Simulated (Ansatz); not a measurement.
## C2H10AlAsO: geometry relaxation (part 2 of 2)

The same run, continued: C2H10AlAsO, SMILES [CH3][Al-]([CH3])([OH])[AsH3+]; RKS PBE-D4/def2-SVP (Ansatz 0.2.0). The geometry: force-field start.

## Trajectory as extended XYZ, continued
```
15
Properties=species:S:1:pos:R:3:forces:R:3 step=6 energy=-71692.98681
C    -1.7141   -0.0220    1.1308   -0.0089  -0.0405   0.0658
Al    0.0213   -0.6020    0.3757   -0.0042   0.0355  -0.1048
C     1.7222    0.0475    1.1419    0.0367  -0.0247   0.0595
O     0.0797   -2.0349   -0.6364    0.0335  -0.0508   0.0847
As    0.0098    0.8741   -1.8838    0.0079   0.0372  -0.0043
H    -1.9375   -0.5750    2.0711   -0.0071   0.0134  -0.0025
H    -1.7145    1.0570    1.3994    0.0098  -0.0078  -0.0066
H    -2.5731   -0.2010    0.4493    0.0290  -0.0031  -0.0094
H     2.5940   -0.1222    0.4740   -0.0403  -0.0002  -0.0118
H     1.9453   -0.4952    2.0882    0.0000   0.0048   0.0027
H     1.6983    1.1276    1.4033   -0.0142  -0.0014  -0.0127
H    -0.1573   -2.9151   -0.3072   -0.0335  -0.0004  -0.0151
H     1.1218    1.8642   -2.2308   -0.0077   0.0150  -0.0188
H     0.0253    0.1311   -3.2151    0.0016   0.0026  -0.0038
H    -1.1431    1.8149   -2.2311   -0.0027   0.0205  -0.0230
15
Properties=species:S:1:pos:R:3:forces:R:3 step=7 energy=-71693.00058
C    -1.7073   -0.0439    1.1325   -0.0118   0.0076   0.0191
Al    0.0350   -0.6172    0.3888   -0.0140  -0.0246  -0.0838
C     1.7298    0.0501    1.1464    0.0161   0.0351   0.0068
O     0.1276   -2.0832   -0.5670    0.2085   0.2919  -0.0196
As    0.0106    0.9031   -1.9055    0.0038  -0.0939   0.1067
H    -1.9411   -0.5843    2.0769    0.0038  -0.0041  -0.0053
H    -1.7099    1.0387    1.3870    0.0033  -0.0136  -0.0081
H    -2.5576   -0.2283    0.4417    0.0087  -0.0039   0.0032
H     2.5958   -0.1238    0.4731   -0.0102  -0.0029   0.0028
H     1.9565   -0.4812    2.0984   -0.0078   0.0017  -0.0190
H     1.6995    1.1341    1.3918    0.0009  -0.0134  -0.0095
H    -0.2669   -2.9172   -0.2935   -0.2024  -0.2702   0.0677
H     1.1184    1.8972   -2.2465    0.0133   0.0398  -0.0314
H     0.0339    0.1668   -3.2422   -0.0009   0.0191   0.0030
H    -1.1462    1.8382   -2.2526   -0.0116   0.0314  -0.0325
15
Properties=species:S:1:pos:R:3:forces:R:3 step=8 energy=-71693.01667
C    -1.7062   -0.0582    1.1310    0.0014  -0.0200  -0.0084
Al    0.0426   -0.6190    0.3911    0.0041  -0.0085   0.0040
C     1.7365    0.0641    1.1390   -0.0016  -0.0078  -0.0267
O     0.1594   -2.1032   -0.5294    0.2540   0.2276   0.0157
As    0.0173    0.9012   -1.8879   -0.0005   0.0178   0.0033
H    -1.9276   -0.5836    2.0861    0.0021  -0.0065   0.0068
H    -1.7289    1.0290    1.3612    0.0055   0.0020  -0.0041
H    -2.5529   -0.2737    0.4452   -0.0112   0.0038   0.0028
H     2.6032   -0.1326    0.4730   -0.0049   0.0038  -0.0003
H     1.9534   -0.4527    2.1003   -0.0007  -0.0036   0.0035
H     1.7158    1.1521    1.3636   -0.0078   0.0019  -0.0109
H    -0.3655   -2.8858   -0.3325   -0.2373  -0.2206   0.0253
H     1.1198    1.9030   -2.2341    0.0045   0.0056  -0.0005
H     0.0487    0.1712   -3.2279   -0.0011  -0.0007   0.0000
H    -1.1373    1.8372   -2.2495   -0.0064   0.0053  -0.0104
15
Properties=species:S:1:pos:R:3:forces:R:3 step=9 energy=-71693.03828
C    -1.7209   -0.0710    1.1209   -0.0009   0.0005  -0.0190
Al    0.0465   -0.6283    0.4211    0.0208   0.0081   0.0109
C     1.7475    0.0672    1.1216    0.0107   0.0744   0.0240
O     0.2396   -2.1531   -0.4052    0.1624   0.0753   0.0237
As    0.0084    0.9081   -1.8809   -0.0083   0.0095  -0.0094
H    -1.9722   -0.6019    2.0650    0.0117  -0.0158   0.0142
H    -1.7337    1.0143    1.3608   -0.0006   0.0047  -0.0035
H    -2.5583   -0.2637    0.4161    0.0172  -0.0053   0.0016
H     2.5959   -0.1326    0.4334   -0.0142  -0.0032   0.0016
H     1.9851   -0.4520    2.0766    0.0087   0.0080   0.0011
H     1.7329    1.1553    1.3439    0.0121   0.0073   0.0003
H    -0.4279   -2.8463   -0.3455   -0.2232  -0.1689  -0.0548
H     1.1151    1.9116   -2.2100    0.0099  -0.0035   0.0023
H     0.0580    0.1912   -3.2302   -0.0015   0.0113   0.0157
H    -1.1377    1.8504   -2.2581   -0.0045  -0.0024  -0.0088
15
Properties=species:S:1:pos:R:3:forces:R:3 step=10 energy=-71692.95577 accepted=F
C    -1.7085   -0.0835    1.1133    0.0325  -0.0100  -0.0430
Al    0.0637   -0.6497    0.4318   -0.1031   0.1893   0.1478
C     1.7535    0.0907    1.1229    0.0086  -0.0483  -0.0452
O     0.2561   -2.2095   -0.3149   -1.9715  -1.8251  -0.4271
As    0.0090    0.9201   -1.8659   -0.0084  -0.0292  -0.0652
H    -1.9430   -0.6060    2.0659   -0.0189  -0.0050   0.0254
H    -1.7312    1.0053    1.3340   -0.0047   0.0089   0.0055
H    -2.5456   -0.2982    0.4148    0.0012  -0.0072   0.0113
H     2.6029   -0.1296    0.4426    0.0164   0.0082   0.0060
H     1.9874   -0.4062    2.0895    0.0259   0.0072   0.0334
H     1.7411    1.1841    1.3158   -0.0336  -0.0067  -0.0151
H    -0.5509   -2.8471   -0.4387    2.0403   1.6979   0.3287
H     1.1185    1.9179   -2.2015    0.0074   0.0126   0.0141
H     0.0633    0.2070   -3.2177    0.0065  -0.0054   0.0039
H    -1.1381    1.8537   -2.2626    0.0015   0.0128   0.0195
15
Properties=species:S:1:pos:R:3:forces:R:3 step=11 energy=-71693.05016
C    -1.7171   -0.0814    1.1230    0.0035   0.0055  -0.0045
Al    0.0513   -0.6469    0.4343   -0.0031   0.0193   0.0250
C     1.7492    0.0761    1.1201    0.0138   0.0340  -0.0036
O     0.2404   -2.1916   -0.3553    0.0014  -0.0616   0.0198
As    0.0091    0.9122   -1.8784   -0.0080  -0.0035   0.0069
H    -1.9647   -0.6017    2.0746    0.0087  -0.0055  -0.0031
H    -1.7330    1.0072    1.3478   -0.0006  -0.0025  -0.0032
H    -2.5535   -0.2859    0.4207    0.0032  -0.0084   0.0026
H     2.5945   -0.1331    0.4309   -0.0006  -0.0020   0.0037
H     1.9981   -0.4187    2.0851    0.0003   0.0057  -0.0021
H     1.7301    1.1696    1.3164   -0.0088  -0.0119  -0.0076
H    -0.4841   -2.8346   -0.3971   -0.0186   0.0337  -0.0369
H     1.1219    1.9128   -2.1960    0.0071  -0.0024   0.0041
H     0.0670    0.2061   -3.2327    0.0012   0.0025  -0.0014
H    -1.1311    1.8591   -2.2640    0.0006  -0.0031   0.0003
15
Properties=species:S:1:pos:R:3:forces:R:3 step=12 energy=-71693.04851 accepted=F
C    -1.7128   -0.0873    1.1254    0.0066   0.0087   0.0049
Al    0.0573   -0.6601    0.4491   -0.0124   0.0331   0.0390
C     1.7540    0.0832    1.1199   -0.0068   0.0055  -0.0051
O     0.2444   -2.2243   -0.3015   -0.5793  -0.4696  -0.1678
As    0.0079    0.9071   -1.8741    0.0029  -0.0075   0.0058
H    -1.9559   -0.6002    2.0825    0.0068   0.0061  -0.0093
H    -1.7342    1.0041    1.3370   -0.0061  -0.0138  -0.0037
H    -2.5476   -0.3062    0.4257   -0.0040  -0.0024   0.0033
H     2.5989   -0.1315    0.4318   -0.0003   0.0048   0.0064
H     2.0100   -0.3903    2.0939   -0.0032   0.0186  -0.0127
H     1.7212    1.1808    1.2927    0.0009  -0.0319  -0.0046
H    -0.5362   -2.8008   -0.4734    0.5891   0.4528   0.1402
H     1.1269    1.9045   -2.1818   -0.0018  -0.0003   0.0065
H     0.0727    0.2120   -3.2341    0.0001  -0.0032  -0.0077
H    -1.1282    1.8580   -2.2638    0.0076  -0.0010   0.0048
15
Properties=species:S:1:pos:R:3:forces:R:3 step=13 energy=-71693.05337
C    -1.7159   -0.0844    1.1267   -0.0019   0.0066  -0.0070
Al    0.0524   -0.6510    0.4392    0.0013  -0.0009   0.0140
C     1.7504    0.0800    1.1182    0.0055   0.0208  -0.0069
O     0.2376   -2.2027   -0.3382   -0.0188  -0.0607   0.0128
As    0.0117    0.8956   -1.8829   -0.0043   0.0067   0.0002
H    -1.9494   -0.5865    2.0918    0.0107  -0.0006  -0.0066
H    -1.7452    1.0089    1.3263    0.0003  -0.0062  -0.0022
H    -2.5544   -0.3169    0.4356    0.0026  -0.0034   0.0049
H     2.5968   -0.1300    0.4306   -0.0045  -0.0013   0.0027
H     2.0025   -0.4044    2.0876   -0.0038   0.0065  -0.0043
H     1.7242    1.1749    1.3048   -0.0034  -0.0074  -0.0053
H    -0.5112   -2.8125   -0.4317    0.0106   0.0341  -0.0175
H     1.1291    1.8998   -2.1716    0.0045   0.0020  -0.0012
H     0.0735    0.2237   -3.2556    0.0014  -0.0007   0.0198
H    -1.1238    1.8546   -2.2516   -0.0002   0.0048  -0.0035
15
Properties=species:S:1:pos:R:3:forces:R:3 step=14 energy=-71693.05555
C    -1.7187   -0.0952    1.1330    0.0033   0.0004  -0.0035
Al    0.0481   -0.6616    0.4455    0.0104   0.0081   0.0104
C     1.7467    0.0852    1.1077   -0.0028   0.0042  -0.0077
O     0.2335   -2.2198   -0.3199   -0.0049  -0.0115   0.0005
As    0.0125    0.9022   -1.8720   -0.0121   0.0150  -0.0001
H    -1.9366   -0.5854    2.1074   -0.0018  -0.0016   0.0035
H    -1.7549    1.0004    1.3164   -0.0009   0.0012  -0.0003
H    -2.5614   -0.3458    0.4539   -0.0016  -0.0034   0.0023
H     2.5905   -0.1416    0.4224    0.0017   0.0010   0.0035
H     2.0048   -0.3675    2.0904   -0.0060  -0.0034  -0.0025
H     1.7163    1.1850    1.2613   -0.0018   0.0003  -0.0048
H    -0.5320   -2.7972   -0.4653    0.0009   0.0040  -0.0050
H     1.1497    1.8876   -2.1492   -0.0005  -0.0015   0.0001
H     0.0833    0.2255   -3.2409    0.0025  -0.0045  -0.0032
H    -1.1038    1.8774   -2.2616    0.0135  -0.0084   0.0068
```

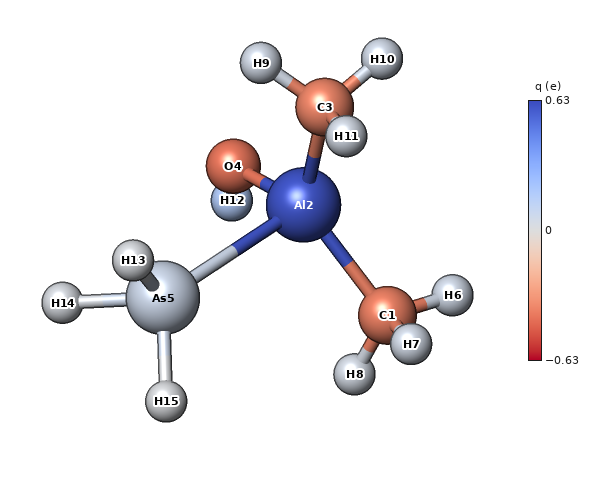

Mulliken charges, as the colour of each atom (ball-and-stick view, seen at a tilt; atoms are numbered from 1 in the order of the input; Mulliken charges depend strongly on the basis). By element: C −0.38 to −0.37, Al +0.60, O −0.41, As +0.07 and H +0.01 to +0.17 e.

This output came from the following input.

## Input file
```yaml
crystal:
  periodic: [false, false, false]
  atoms:
    - {symbol: C, position_ang: [-1.587100, -0.068800, 1.050000]}
    - {symbol: Al, position_ang: [-0.010900, -0.411500, -0.039300]}
    - {symbol: C, position_ang: [1.579400, -0.019700, 1.036900]}
    - {symbol: O, position_ang: [0.070300, -2.162500, -0.543600]}
    - {symbol: As, position_ang: [0.001400, 1.000100, -2.046100]}
    - {symbol: H, position_ang: [-1.634800, -0.642900, 1.946500]}
    - {symbol: H, position_ang: [-1.610900, 1.048000, 1.335900]}
    - {symbol: H, position_ang: [-2.499700, -0.226900, 0.425700]}
    - {symbol: H, position_ang: [2.523900, -0.222900, 0.494100]}
    - {symbol: H, position_ang: [1.607400, -0.654800, 1.983900]}
    - {symbol: H, position_ang: [1.600300, 1.048700, 1.365700]}
    - {symbol: H, position_ang: [0.012500, -2.666000, 0.331100]}
    - {symbol: H, position_ang: [1.230700, 1.931300, -2.019200]}
    - {symbol: H, position_ang: [-0.020700, 0.109600, -3.282900]}
    - {symbol: H, position_ang: [-1.283600, 1.887400, -2.009400]}
basis:
  gaussian: {orbitals: def2-SVP}
hamiltonian: {xc: pbe, dispersion: d4}
relax: {f_tol: 0.03, max_steps: 200}
```

Command:
```bash
ansatz run in.yaml --threads 4 --pin off --events-out ev --progress --plain --max-ram 11315MiB
```

## Results in brief

- outcome: converged
- total energy: −71693.0556 eV
- mean-field energy: −71692.7408 eV
- dispersion energy: −0.3147 eV
- SCF solution under orbital rotations: stable
- largest force (length of the vector) at the end: 0.019 eV/Å
- dipole moment: 3.00 D
- hardware: 4 threads of Arm Neoverse V2, 23 GiB of memory available, shared host
- wall time: 31 s (CPU time 1.8 min)
- peak memory: 0.21 GiB
